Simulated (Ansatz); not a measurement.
A series of calculations on C₂H₆OS

### Relaxation

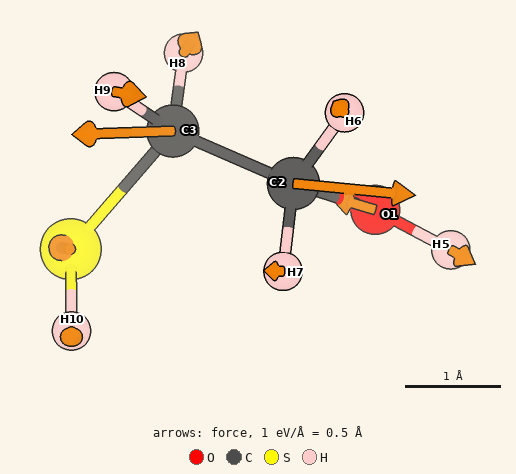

Starting geometry of C₂H₆OS with the computed forces as orange arrows. Style: ball-and-stick. Shown face on.

The run prepares an end point of a later path (torsion) calculation, from a guessed geometry.

The calculation used RKS PBE/def2-SVP (Ansatz 0.2.0).

The input:
```yaml
crystal:
  periodic: [false, false, false]
  atoms:
    - { symbol: O, position_ang: [-1.4684, 0.2904, -0.7731] }
    - { symbol: C, position_ang: [-0.4192, 0.5549, 0.1806] }
    - { symbol: C, position_ang: [0.2714, -0.7057, 0.4923] }
    - { symbol: S, position_ang: [1.3558, -1.2854, -0.8456] }
    - { symbol: H, position_ang: [-1.8655, 1.1281, -1.0188] }
    - { symbol: H, position_ang: [-0.9185, 0.9679, 1.0837] }
    - { symbol: H, position_ang: [0.2422, 1.3516, -0.2233] }
    - { symbol: H, position_ang: [-0.3892, -1.5234, 0.7579] }
    - { symbol: H, position_ang: [0.9661, -0.5698, 1.3848] }
    - { symbol: H, position_ang: [2.0505, -0.1481, -0.9752] }
basis:
  gaussian: { orbitals: def2-SVP }
hamiltonian:
  xc: pbe
relax:
  f_tol: 0.015
  max_steps: 40
```

Run as
```bash
ansatz run input.yaml --threads 1 --pin off --max-ram 2048MiB --backend cpu --events-out ev --progress --plain --runs-dir out
```

What follows when this structure is relaxed?

Answer. It isn't relaxed: the largest force vector, on C3, is 2.70 eV/Å. The final displacements have little in common with the starting forces (cosine between the two patterns 0.21). The energy falls by 0.202 eV in 8 geometry steps. The largest force component goes from 2.5 to 0.0047 eV/Å. The largest move after the best rigid fit is that of H10, 0.30 Å. Largest moves by element: H 0.30 Å, S 0.12 Å, C 0.09 Å, O 0.04 Å. Near-neighbour distances that change, for instance: C2–C3 1.471 → 1.523 Å, O1–C2 1.442 → 1.411 Å, C3–H9 1.139 → 1.109 Å, C3–H8 1.084 → 1.110 Å. Among the angles between lasting bonds that change: O1–C2–H6 106.2° → 112.0°, S4–C3–H9 104.5° → 109.9°, C3–C2–H7 114.3° → 109.1°.

### Relaxation

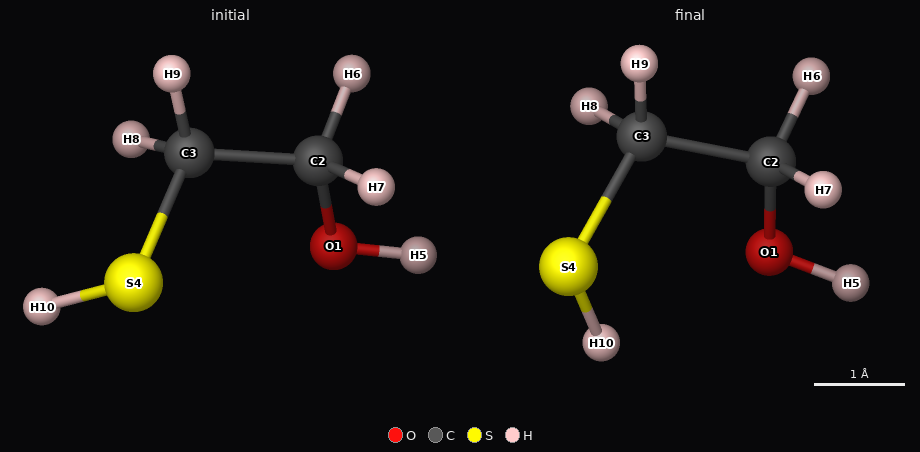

The structure of C₂H₆OS before (left) and after (right) a relaxation, at one scale.

Style: ball-and-stick. Shown at a tilt.

The run prepares an end point of a later path (torsion) calculation, from a guessed geometry.

Method: Ansatz, RKS PBE/def2-SVP. (no spin polarisation; force threshold 0.015 eV/Å; at most 40 steps)

> Describe what moved and what it gained.

The energy falls by 0.333 eV in 11 accepted moves (12 points after the start). Largest force component: 2.2 eV/Å at the start, 0.0055 eV/Å at the end. The line search rejected the trial step at point 9 of the run. The largest move after the best rigid fit is that of H10, 1.21 Å. Largest moves by element: H 1.21 Å, S 0.34 Å, O 0.28 Å, C 0.21 Å. Near-neighbour distances that change, for instance: C2–C3 1.471 → 1.521 Å, C3–H9 1.139 → 1.108 Å, C3–H8 1.084 → 1.110 Å, S4–H10 1.339 → 1.363 Å. Bond angles that change, for instance: C3–C2–H7 114.3° → 108.9°, O1–C2–H6 106.2° → 111.5°, C2–C3–H8 114.3° → 109.8°. Groups turn about C3–S4 by about 75°. Cost: 39 s on 1 thread of Arm Neoverse V1, on a shared host, peak memory 0.12 GiB.

### Path

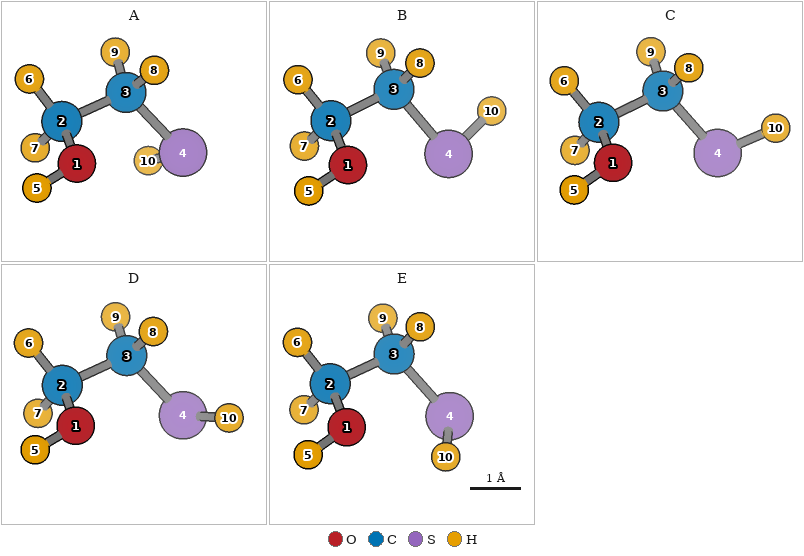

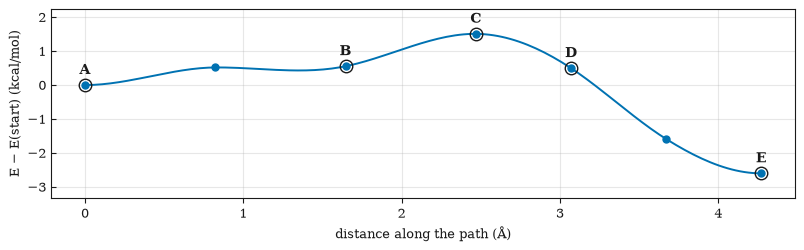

A search for the minimum-energy path of C$_{2}$H$_{6}$OS by the nudged elastic band. Images are numbered from 0 (start) to 6 (end). Frames A to E are images 0, 2, 3, 4, 6. The picture is a ball-and-stick view, seen from a free direction.

All numbers below come from Ansatz 0.2.0, RKS PBE/def2-SVP. Settings: 5 movable images; climbing image; force threshold 0.05 eV/Å; iteration limit 60; starting path through a guess of the saddle point.

Describe the mechanism and the energy profile.

Answer. The energy climbs by 1.51 kcal/mol to image 3 and then falls by 4.11 kcal/mol, so the end point sits at −2.60 kcal/mol. The motion is a rotation about the C3–S4 bond by about 235°. No bond forms or breaks between the ends. Bond angles that change up to the highest image, for instance: S4–C3–H8 104.6° → 109.4°, C2–C3–S4 115.3° → 111.6°. The band converged in 16 iterations, with a climbing image at the top. At the top, the vibrational analysis gives one imaginary mode (197i cm⁻¹), as a transition state must have.
